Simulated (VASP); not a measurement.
Band structure of PdSb (relaxed from the wurtzite structure, space group P6_3mc). Calculation: PBEsol GGA, VASP's PBE PAW potentials (set 64) (plane waves; VASP).

Unless said otherwise, spin-orbit coupling is left out, though it shifts the bands of the heavy elements here.

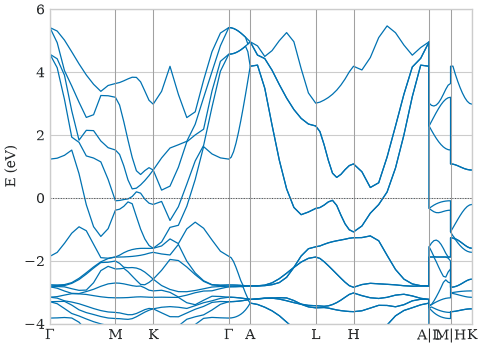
Fig. 1. Bands along high-symmetry lines, zero at the valence-band maximum or, without a gap, the Fermi level

Question: Read the plot: is there a gap, and where are the band edges?

Answer: It has no gap at this level: it comes out as a metal or semimetal. (Edges off the drawn lines would not show.)

The structure was generated: PdSb was put into the wurtzite type (P6_3mc), which need not be its known phase. It was relaxed first, which changed the volume by -36 %.
